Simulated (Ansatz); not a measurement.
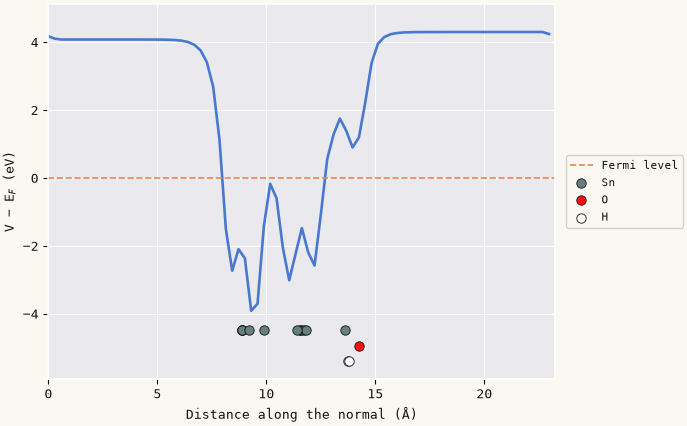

Plane-averaged electrostatic potential energy of an electron across the slab; circles at the bottom mark the heights of the atoms.

This input was run:

```
crystal:
  lattice:
    - [9.2964173513, 0.0, 0.0]
    - [0.0, 6.5735597498, 0.0]
    - [0.0, 0.0, 23.2544086756]
  atoms:
    - { symbol: Sn, position: [0.25, 0.0, 0.3440207881] }
    - { symbol: Sn, position: [0.75, 0.0, 0.3440207881] }
    - { symbol: Sn, position: [0.5, 0.25, 0.3440207881] }
    - { symbol: Sn, position: [0.0, 0.25, 0.3440207881] }
    - { symbol: Sn, position: [0.4955275151, 0.6950138601, 0.357800069] }
    - { symbol: Sn, position: [-0.0092661867, 0.683577092, 0.3871730377] }
    - { symbol: Sn, position: [0.7031006601, 0.6847624478, 0.4581464822] }
    - { symbol: Sn, position: [0.2563096775, 0.7951267323, 0.4606864537] }
    - { symbol: Sn, position: [0.6416943108, 0.1419798679, 0.4675641262] }
    - { symbol: Sn, position: [0.1603781718, 0.1032005666, 0.5480345101] }
    - { symbol: Sn, position: [-0.0535108812, 0.3182108304, 0.4698560497] }
    - { symbol: Sn, position: [0.3260128467, 0.3204135105, 0.4523118424] }
    - { symbol: O, position: [0.9447813262, -0.1696174148, 0.5750595155] }
    - { symbol: H, position: [0.9687295852, -0.2925691572, 0.5532582359] }
    - { symbol: H, position: [0.8561736594, -0.1235372913, 0.5562828799] }
basis:
  ecutwfc: 420
kpoints:
  mp_grid: { grid: [2, 3, 1] }
hamiltonian:
  xc: pbe
  dispersion: d3bj
scf:
  occupations: { method: gaussian, width: 0.1 }
output:
  forces: true
  eigenvalues: true
  write_density: true
  volumetric_format: npy
efield:
  axis: 3
  dipole_correction: true
  ramp_width: 0.04
```

Command:
```bash
ansatz run input.yaml --threads 4 --pin off --max-ram 10240MiB --backend cpu --events-out ev --progress --plain --runs-dir out
```

> Read off the work function of each face.

The work function is 4.30 eV at the right face and 4.08 eV at the left.

> Do the two faces differ, and what does that say about the slab's dipole?

The vacuum levels differ by 0.22 eV, so the slab carries a dipole along its normal.

> How thick are slab and vacuum?

The outermost atoms are 5.4 Å apart, which leaves 17.9 Å of vacuum in a cell 23.3 Å high.

The atoms aren't at rest in this cell (largest force 0.9 eV/Å), so the relaxed material can differ.
